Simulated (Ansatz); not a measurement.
**Si2MoAs4 (MoSi2N4-type monolayer): G0W0 under other settings**

Aim: change settings of a G0W0 run on Si2MoAs4 (MoSi2N4-type monolayer) and see what moves.

Main program and level: Ansatz 0.2.0; G0W0 on PBE, plane waves, PAW; PAW set soft_1.

### Step 1. Starting point

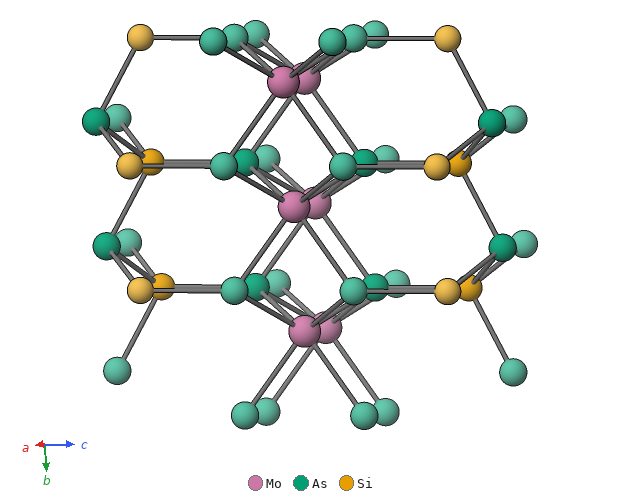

The starting structure, seen from the side, with the c axis across the page (molybdenum pink, arsenic teal, silicon orange). 1×2×1 cells are drawn. Some periodic images of atoms are drawn too.

The cell holds 7 atoms: 1 Mo, 4 As and 2 Si. Cell: a = 3.620 Å, b = 3.620 Å, c = 43.000 Å, α = 90.0°, β = 90.0°, γ = 120.0°. Vacuum lies along c.

The structure was relaxed with PBE. The runs that relaxed it are not among those shown. The Coulomb interaction is cut off across the vacuum.

### Step 2. The base run: 6×6×1 mesh, 269 empty bands, screening to 39 eV, PAW set soft_1 files

Now the one-shot GW correction: screening in the RPA, then the self-energy of the levels asked for. This step takes PAW set soft_1 files.

Contents of input.yaml:

```yaml
crystal:
  lattice:
    - [3.620359107, 0.0, 0.0]
    - [-1.8101795535, 3.1353229575, 0.0]
    - [0.0, 0.0, 43.0]
  atoms:
    - { symbol: Mo, position: [0.0, 0.0, 0.5] }
    - { symbol: As, position: [0.3333333333, 0.6666666667, 0.5347391276] }
    - { symbol: As, position: [0.3333333333, 0.6666666667, 0.4652608724] }
    - { symbol: Si, position: [0.3333333333, 0.6666666667, 0.5894971082] }
    - { symbol: Si, position: [0.3333333333, 0.6666666667, 0.4105028918] }
    - { symbol: As, position: [0.6666666667, 0.3333333333, 0.615340177] }
    - { symbol: As, position: [0.6666666667, 0.3333333333, 0.384659823] }
  periodic: [true, true, false]
kpoints:
  mp_grid: { grid: [6, 6, 1] }
hamiltonian:
  xc: pbe
  pseudopotentials: { kind: paw, azcp: { folder: soft_1 } }
scf:
  occupations: { method: fixed }
gw:
  n_empty_bands: 269
  ecut_chi: 39.0
  qp_bands: [v2, c2]
  qp_kpoints: band_edges
  screening: { model: contour_deformation }
```

Started as:

```bash
> ansatz run input.yaml --threads 4 --pin off --max-ram 17510MiB --backend cpu --events-out ev --progress --plain --runs-dir out
```

Numbers of over 12 decimals in the logs are rounded to 6 here.

Output:

```text
Engine: ansatz 0.2.0, aarch64-unknown-linux-gnu
Pseudopotentials: kind: paw
Pseudopotential: Mo, paw, valence charge 14, recommended cutoff 420 eV (normal), soft_1/Mo.paw.azcp
Pseudopotential: As, paw, valence charge 15, recommended cutoff 420 eV (normal), soft_1/As.paw.azcp
Pseudopotential: Si, paw, valence charge 4, recommended cutoff 420 eV (normal), soft_1/Si.paw.azcp
Functional definition: PBE
  parameter kappa = 0.804
  parameter beta = 0.066725
  exchange = pbe_x(kappa = kappa, mu = beta*pi^2/3)
  correlation = pbe_c(beta = beta)
Crystal: 7 atoms, lattice volume = 488.093 Å³
Basis set: ecut = 420 eV, 9407 PW (Γ)
Bands: 50, of which v1, the nominal top of the filled ones, is band 41 counted from 1 (40 counted from 0)
Symmetry: 12 space group operations
Space group: P-6m2 (ITA 187), of the structure as read, at distance tolerance 7.9e-5 Å
k-points: 7 of 36 (time reversal used)
Non-local potential: Mo, projectors of the file, l = 0: 3, l = 1: 2, l = 2: 2, l = 3: 1
Non-local potential: As, projectors of the file, l = 0: 2, l = 1: 2, l = 2: 3, l = 3: 1
Non-local potential: Si, projectors of the file, l = 0: 2, l = 1: 2, l = 2: 1
PAW form: soft (Blöchl's): semilocal exchange-correlation on the pseudo side does not see the compensation charge
PAW one-centre angular grid: Mo, 590 points (default); XC on 64 Gauss nodes
PAW one-centre angular grid: As, 590 points (default); XC on 64 Gauss nodes
PAW one-centre angular grid: Si, 110 points (default); XC on 64 Gauss nodes
Initial density: superposition of atomic densities (neutral atoms: chi_scale 0, normalization atom)
Initial wavefunctions: pseudopotential atomic-orbital guess
Functional: x = pbe(κ = 0.804, μ = 0.219515), c = pbe(β = 0.066725)
SCF iter   1: F=—  HF=-25654.138599 eV  |F-HF|=—  |Δ(HF+E_count)|=         —  Δρ=2.94e-2  dr2=5.62e0  ethr=3.10e-3  ⟨swp⟩=7.0  Hψ=1457  notcnv=0  defer=40
preconditioner: auto → Resta (q_TF=auto, 2.027 Å⁻¹)  ε∞=2.4  [insulator: Δε(μ)=0.592 eV  Ē_g=8.347 eV  n_scr=56 (ndim 8)  ℏωp=9.8 eV  f_vac=0.679  ε∞_Penn≈2.4  vacuum switching on, ρ_ref=5.1e-3 e/Å³]
SCF iter   2: F=—  HF=-25653.629723 eV  |F-HF|=—  |Δ(HF+E_count)|=   5.09e-1  Δρ=2.02e-2  dr2=6.00e0  ethr=3.10e-3  ⟨swp⟩=4.1  Hψ=888  notcnv=0  defer=44
SCF iter   3: F=—  HF=-25653.125012 eV  |F-HF|=—  |Δ(HF+E_count)|=   5.05e-1  Δρ=1.23e-2  dr2=1.69e0  ethr=3.10e-3  ⟨swp⟩=3.9  Hψ=634  notcnv=0  defer=46
SCF iter   4: F=—  HF=-25652.978839 eV  |F-HF|=—  |Δ(HF+E_count)|=   1.46e-1  Δρ=5.53e-3  dr2=2.40e-1  ethr=2.07e-3  ⟨swp⟩=2.9  Hψ=522  notcnv=0  defer=41
SCF iter   5: F=—  HF=-25652.940246 eV  |F-HF|=—  |Δ(HF+E_count)|=   3.86e-2  Δρ=1.68e-3  dr2=1.31e-2  ethr=2.93e-4  ⟨swp⟩=3.1  Hψ=519  notcnv=0  defer=49
[...]
° read free of the cell's end (the report's vacuum.weakly_bound_levels)
--- G₀W₀: contour deformation, 7 samples at zero and on the imaginary axis and 2 off it, 36 q-points, 269 empty bands' worth ---
  eigenvalues of the whole cell's RPA ε∞ on this k-mesh (on a slab, of 1 + 4πα/V) = 1.2725, 7.6800, 7.6800; static W/v taken at q = 0 is 0.285615
  gw.qp_kpoints: band_edges: 6 of 7 stored k-points solved, in 2 passes; an edge of the gap read off the rows below is read off those points alone
    valence top: of the k-points left out ik 4 came nearest to being solved in a further pass, in band 41 (counted from 1, as in the quasiparticle table): it holds the edge there only if its correction is more favourable than any solved in that band by at least 0.732 eV; those differ by 0.280 eV
    conduction bottom: of the k-points left out ik 4 came nearest to being solved in a further pass, in band 42 (counted from 1, as in the quasiparticle table): it holds the edge there only if its correction is more favourable than any solved in that band by at least 0.556 eV; those differ by 0.465 eV
  `?` marks the rows in doubt; gw_qp.tsv's column doubts and the gw_qp event give each row's grounds
    ik  band        ε_KS         Σx   Σc(E_QP)       V_xc       Z   E_QP_lin       E_QP  E_QP is
     0    40     -5.5174   -16.6074     1.5497   -15.1571  0.7122    -5.4188    -5.4180  root
     0    41     -5.0330   -17.3822     1.1653   -16.5316  0.6891    -4.7248    -4.7183  root
     0    42     -2.4874   -10.0284    -3.6503   -14.6213  0.7177    -1.6833    -1.5448  root ?
     0    43     -2.4835    -9.7524    -3.6644   -14.3477  0.7200    -1.6938    -1.5526  root ?
     1    40     -5.7801   -15.8120     1.6810   -14.1902  0.7159    -5.7197    -5.7208  root
     1    41     -5.2156   -17.9037     1.2630   -16.9878  0.6831    -4.8765    -4.8685  root
     1    42     -2.9714    -9.9964    -3.5906   -14.0647  0.7013    -2.4324    -2.4936  root ?
     1    43     -2.9076   -10.4596    -3.4267   -14.6843  0.7082    -2.2805    -2.1096  root ?
     2    40     -6.0355   -18.2869     1.8169   -16.7843  0.6750    -5.7299    -5.7211  root
     2    41     -5.6596   -17.4298     1.2934   -16.4388  0.6731    -5.3646    -5.3573  root
     2    42     -3.4614   -12.1064    -3.3231   -16.1727  0.6933    -2.8115    -2.7180  root
     2    43     -3.2898    -8.8067    -3.5930   -12.8654  0.7177    -2.7725    -2.8241  root ?
     3    40     -5.6772   -16.9962     1.2648   -15.9862  0.6788    -5.4276    -5.4224  root
[...]
3    42     -3.5273   -14.6688    -3.4646   -19.0648  0.6774    -2.7020    -2.5958  root ?
     3    43     -3.4773   -12.3232    -3.4782   -16.6429  0.6886    -2.7521    -2.6358  root ?
[...]
5    42     -3.8855   -14.1643    -3.0196   -18.0587  0.6863    -3.1191    -3.0106  root ?
     5    43     -3.4057   -14.2583    -3.6696   -18.8554  0.6734    -2.5780    -2.4781  root
     6    40     -6.5751   -15.2506     1.9337   -13.2132  0.6903    -6.6799    -6.6789  root
     6    41     -4.8366   -18.6817     0.4511   -18.7711  0.6843    -4.3104    -4.2962  root
     6    42     -4.2432   -15.6855    -2.7547   -19.3420  0.6766    -3.4224    -3.3413  root
     6    43     -3.8262   -12.7346    -3.3176   -16.9189  0.6967    -3.0728    -2.9594  root ?
[key lines of the parts left out:]
SCF converged after 10 iterations
Free energy (F): -25652.940958 eV
Fermi energy:    -4.836590 eV
```

The job ended after 3.8 min (4 threads of Arm Neoverse V1, shared host; peak memory 3.5 GiB).

This step gave:

```
bands summed                                 : 310
plane waves in the screening matrix          : 253
q-points in the mesh                         : 36
G0W0 gap on the mesh                         : 0.9548 eV
k of the valence top                         : 0.3333, 0.3333, 0
k of the conduction bottom                   : 0.3333, 0.3333, 0
starting gap on the mesh                     : 0.5934 eV
Z at the valence top                         : 0.6843
Z at the conduction bottom                   : 0.6766
least direct G0W0 gap on the computed points : 0.9548 eV
```

The gap on the mesh goes from 0.59 eV to 0.95 eV, a correction of +0.36 eV. Between the two edge states, bare exchange in place of the xc potential would open the gap by 3.57 eV, and correlation takes back 3.21 eV.

### Step 3. Variant: frequency model

input.yaml: that of step 2 with these lines changed.

```diff
@@ -26,2 +26,2 @@
   qp_kpoints: band_edges
-  screening: { model: contour_deformation }
+  screening: { model: godby_needs }
```

Output:

```text
[...]
Crystal: 7 atoms, lattice volume = 488.093 Å³
Basis set: ecut = 420 eV, 9407 PW (Γ)
Bands: 50, of which v1, the nominal top of the filled ones, is band 41 counted from 1 (40 counted from 0)
[... 1 set-up line as in the run before ...]
[...]
k-points: 7 of 36 (time reversal used)
[...]
SCF iter   1: F=—  HF=-25654.138599 eV  |F-HF|=—  |Δ(HF+E_count)|=         —  Δρ=2.94e-2  dr2=5.62e0  ethr=3.10e-3  ⟨swp⟩=7.0  Hψ=1457  notcnv=0  defer=40
[...]
SCF iter  10: F=-25652.940958 eV  HF=-25652.940958 eV  |F-HF|=2.23e-8  |Δ(HF+E_count)|=   2.48e-7  Δρ=2.50e-6  dr2=1.94e-8  ethr=1.22e-10  ⟨swp⟩=20.4  Hψ=2038  notcnv=0
SCF 1 converged in 10 iterations: F = -25652.940958 eV  dr2 = 1.94e-8
[...]
NSCF: frozen V_eff on 7 k-points
G₀W₀ screening: q 1/7
[... further progress lines ...]
SCF converged after 10 iterations
Free energy (F): -25652.940958 eV
[...]
Internal energy: -25652.940958 eV  (E = F + TS)
E sigma→0 (E₀):  -25652.940958 eV
Fermi energy:    -4.836590 eV
[...]
--- Band table (eV; the first three rows and the last of 7) ---
  k-point 0: bands = [... 37 lower, -5.5586, -5.5174, -5.5174, -5.0330, -2.4874, -2.4835, -2.1938, -2.1938, ... 5 higher]
  k-point 1: bands = [... 37 lower, -6.1568, -6.0413, -5.7801, -5.2156, -2.9714, -2.9076, -2.1743, -2.0194, ... 5 higher]
  k-point 2: bands = [... 37 lower, -6.7219, -6.0988, -6.0355, -5.6596, -3.4614, -3.2898, -3.2275, -3.0025, ... 5 higher]
  k-point 6: bands = [... 37 lower, -6.6912, -6.6869, -6.5751, -4.8366, -4.2432, -3.8262, -2.8986, -2.4817, ... 5 higher]
  ° read free of the cell's end (the report's vacuum.weakly_bound_levels)
--- G₀W₀: ω_p = 29.2305 eV, 36 q-points, 269 empty bands' worth ---
[...]
GN-PPA: 1067726/2602105 pairs with Re ω̃² < 0 across q-mesh
[...]
0    40     -5.5174   -16.6074     1.5533   -15.1571  0.7748    -5.4144    -5.4143  root
     0    41     -5.0330   -17.3822     1.1602   -16.5316  0.7692    -4.7240    -4.7235  root
     0    42     -2.4874   -10.0284    -3.7571   -14.6213  0.7818    -1.6444    -1.6517  root
     0    43     -2.4835    -9.7524    -3.7811   -14.3477  0.7823    -1.6625    -1.6693  root
     1    40     -5.7801   -15.8120     1.6644   -14.1902  0.7777    -5.7375    -5.7374  root
     1    41     -5.2156   -17.9037     1.2540   -16.9878  0.7660    -4.8782    -4.8775  root
     1    42     -2.9714    -9.9964    -3.4885   -14.0647  0.7788    -2.3887    -2.3916  root
     1    43     -2.9076   -10.4596    -3.5689   -14.6843  0.7790    -2.2480    -2.2517  root
[...]
6    40     -6.5751   -15.2506     1.8711   -13.2132  0.7660    -6.7418    -6.7415  root
     6    41     -4.8366   -18.6817     0.4676   -18.7711  0.7631    -4.2811    -4.2796  root
     6    42     -4.2432   -15.6855    -2.7520   -19.3420  0.7615    -3.3338    -3.3386  root
     6    43     -3.8262   -12.7346    -3.3790   -16.9189  0.7709    -3.0157    -3.0208  root
```

The job ended after 3.3 min (4 threads; peak memory 3.5 GiB; 13 min of CPU time).

The G0W0 gap on the mesh is 0.941 eV.

Against the base:

| setting | base | variant |
| --- | --- | --- |
| frequency model | contour deformation | plasmon pole |

| quantity | variant | base |
| --- | --- | --- |
| starting gap on the mesh | 0.593 | 0.593 |
| G0W0 gap on the mesh | 0.941 | 0.955 |
| least direct G0W0 gap on the computed points | 0.941 | 0.955 |
| Z at the valence top | 0.763 | 0.684 |
| Z at the conduction bottom | 0.762 | 0.677 |

### Step 4. What came out

| Property | Result |
| --- | --- |
| base | 0.95 eV, 3.8 min |
| frequency model | 0.94 eV, 3.3 min |

**Reading.** Frequency model: the gap moves by −0.01 eV. All runs here use a coarse mesh and modest cutoffs; they test settings and are not final values. Mesh or cutoff lie under what a gap needs, so these runs test behaviour and cost; their gaps are not to be quoted. The mesh in the plane is coarse for a sheet; gap and any exciton binding can still move on denser ones. The many-body steps are scalar-relativistic: spin-orbit coupling is not in them.

[Paths, hosts, dates, memory and timing lines, banners, echoed tables and standing remarks are left out of the program output.]

[Logs are printed without paths, hosts, clocks, repeated set-up lines and the standing remarks that a program may print on its own settings, such as how far it seeks lower states.]

[Runs of the session that timed out or met a known fault of the program may be left out.]

[Cells called generated may have been cut or substituted from an entry of the Crystallography Open Database or the Materials Project.]

[Hosts, paths, dates, database ids (printed as entryN), source tags and the programs' standing remarks are cut or masked in the printed files.]
